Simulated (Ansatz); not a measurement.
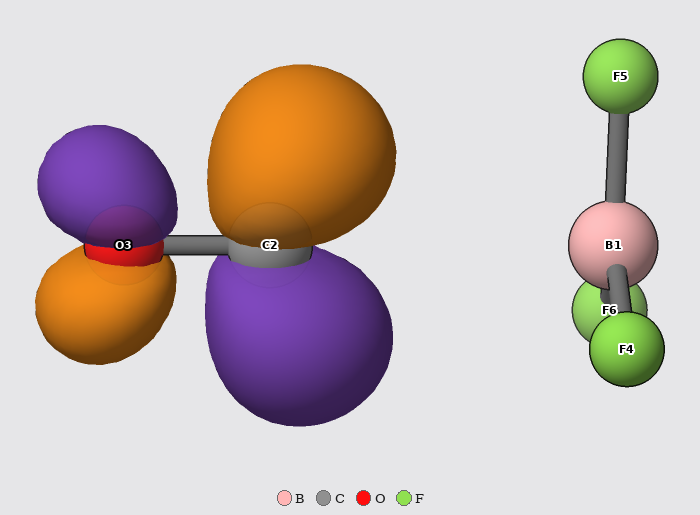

BF$_{3}$···CO. The LUMO at ±0.2 Å⁻³ᐟ² (orange and purple are the two phases), seen across its widest extent.

Geometry: r2SCAN-D4/def2-SVP.

Method: RKS PBE0-D4/def2-TZVP (Ansatz).

Input file:

```
crystal:
  periodic: [false, false, false]
  atoms:
    - {symbol: B, position_ang: [-0.022449, 0.003355, -1.051667]}
    - {symbol: C, position_ang: [0.034511, -0.005104, 1.606652]}
    - {symbol: O, position_ang: [0.058393, -0.008449, 2.736599]}
    - {symbol: F, position_ang: [1.292527, -0.025701, -1.125137]}
    - {symbol: F, position_ang: [-0.656770, 1.158053, -1.081566]}
    - {symbol: F, position_ang: [-0.706212, -1.122154, -1.084881]}
basis:
  gaussian: {orbitals: def2-TZVP, initial_orbitals: start.molden}
hamiltonian: {xc: pbe0, dispersion: d4}
scf: {omitted_lower_state_checks: [starts]}
output: {orbitals: {seedname: orbitals}}
```

Command:

```sh
ansatz run in.yaml --threads 4 --pin off --events-out ev --progress --plain --max-ram 3916MiB
```

What is the character of this orbital?

Answer. Its weight (Hirshfeld) is mainly on C2 (about 65 %) and O3 (about 30 %); π-antibonding (π*) across C2–O3. It is one of a degenerate set, so its orientation is arbitrary. Its energy is −1.26 eV.
